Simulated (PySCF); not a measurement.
CHCl3, SMILES `ClC(Cl)Cl`.

Level of theory: PBE0/def2-SVPD (PySCF), at a geometry from GFN2-xTB. No frequency check shows the geometry to be a minimum. GFN2-xTB bond lengths at metals and heavier atoms can be off by up to 0.1 Å and shapes distorted, which carries into these values.

Coordinates in Å:

```
Cl1      1.6183   -0.4339    0.0874
C2       0.0001   -0.0001   -0.4811
Cl3     -1.1850   -1.1845    0.0874
Cl4     -0.4334    1.6184    0.0874
H5      -0.0000   -0.0000   -1.5724
```

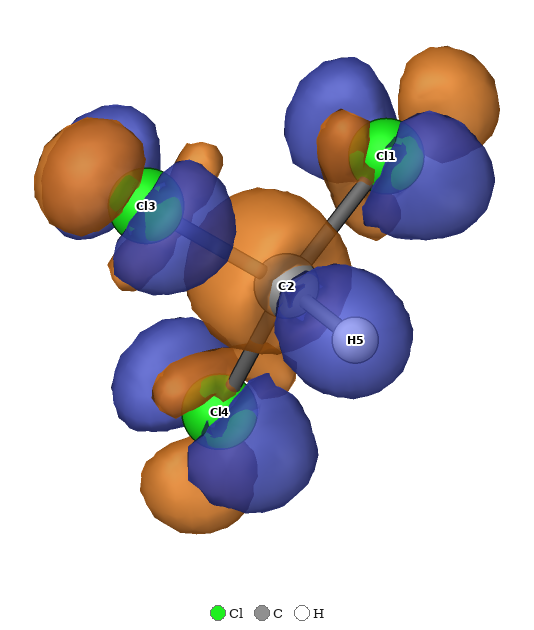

Unrelaxed difference density of S₂ less the ground state (full linear response singlet states), ±0.03 e/Å³; orange: gain, blue: loss.

How does the charge move on excitation?

0.66 e is displaced in all, of which about 0.2 e passes between atoms: H5 (0.05 e) loses electrons and C2 (0.16 e) gains them. The state: 6.88 eV (180 nm), f = 0.000 (very weak), partly diffuse acceptor orbital; the leading pair carries 96 %; hole on Cl1, Cl3 and Cl4 (28 % each), C2 (10 %) and H5 (8 %), electron on C2 (25 %) and Cl1, Cl3 and Cl4 (24 % each) (atom shares of so diffuse an orbital are rough); their centroids lie 0.0 Å apart; S₃ and S₄ lie within 0.1 eV of it.

Run time: 6.9 min on 1 thread of Arm Neoverse N1, on a shared host, peak memory 0.63 GiB.
